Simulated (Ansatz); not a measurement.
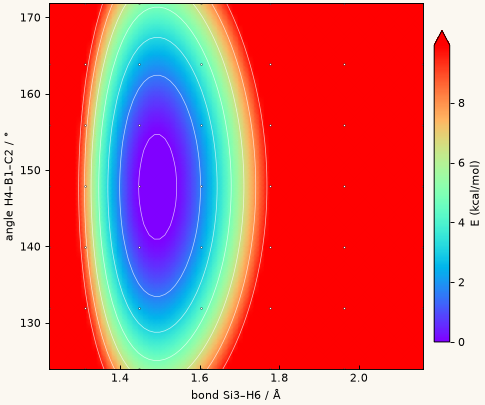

CH3BSi, SMILES B1C=[SiH]1. 
- Two internal coordinates are moved rigidly from the geometry relaxed at PBE0-D4/def2-TZVP, all others fixed.
- The first coordinate is: bond Si3–H6; the second: angle H4–B1–C2.
- The scan uses a 7 × 7 grid.
- Points are written as (first, second).
- All energies are given in kcal/mol relative to the lowest grid point.
- Method: RKS r2SCAN-D4/def2-TZVPP (Ansatz).

In the figure: a smooth colour map with a few white contour lines, dots at the grid points, one colour for all values above the top of the scale. Between grid points the surface is interpolated.

Question: Estimate the position of the minimum and the force constants in these coordinates.

Answer: The interpolated minimum is at bond Si3–H6 ≈ 1.492 Å, angle H4–B1–C2 ≈ 147.8°. The curvatures there are about 17 eV/Å² and 2.8 eV/rad², with a cross term of about 0 eV/(Å·rad). Round the minimum the two coordinates are nearly uncoupled. (1 eV is 23.1 kcal/mol.)
